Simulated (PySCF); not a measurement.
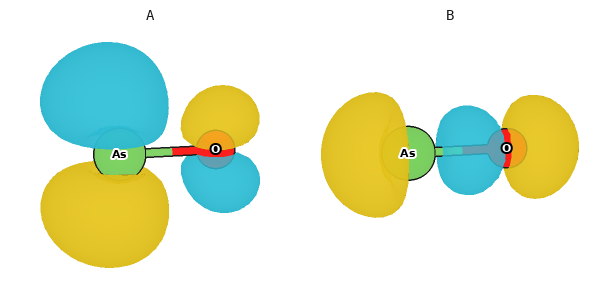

Figure 1: AsO (charge +1). Two frontier orbitals, each drawn at the value that holds 80 % of its norm (yellow and cyan are the two phases), in no order; of a degenerate pair one member is drawn.

Theory: PySCF 2.14.0, PBE0/cc-pVTZ(-PP), non-relativistic Hamiltonian with scalar-relativistic core potentials where named, at a bond length of 1.558 Å.

Name the orbitals and rank them from lowest to highest energy.

Answer. Orbital B: σ, occupied, −18.45 eV; shared between the atoms (As 45 %, O 55 %).
Orbital A: π, empty, −10.94 eV; mainly on As (75 %).
